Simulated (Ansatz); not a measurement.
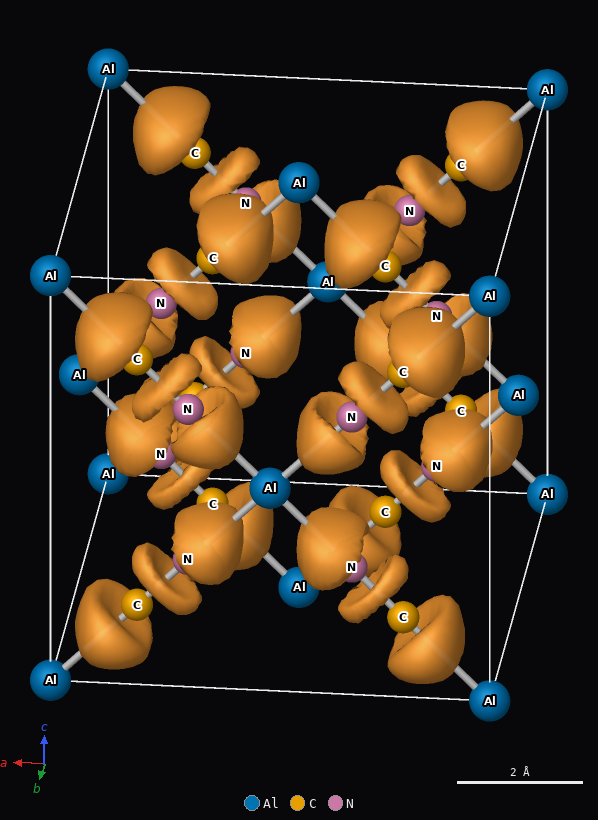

Figure. AlC2N2. Isosurface of the ELF at 0.8 (orange), seen at an oblique angle. Core shells and regions of very low density are left out. Sticks mark near contacts.

Space group Cmmm; a structure generated by program, which may or may not match a known phase.

Level of theory: DFT PBE, scalar-relativistic, plane waves, PAW in Ansatz 0.2.0.

### What do the ELF domains correspond to?

The ELF exceeds this value in eight regions between bonded C–N atoms, eight lobes of the valence shell of C pointing towards Al (polar bonds) and eight lobes of the valence shell of N pointing towards Al, counted in one cell of 20 atoms. Regions shared between cells count once.

Values along the shortest contacts:
C–N (1.18 Å): the ELF peaks at about 0.85 between the atoms. Al–N (1.87 Å): the ELF peaks at about 0.95 in the valence shell of N, 0.7 Å from its nucleus, and is about 0.90 at the midpoint.
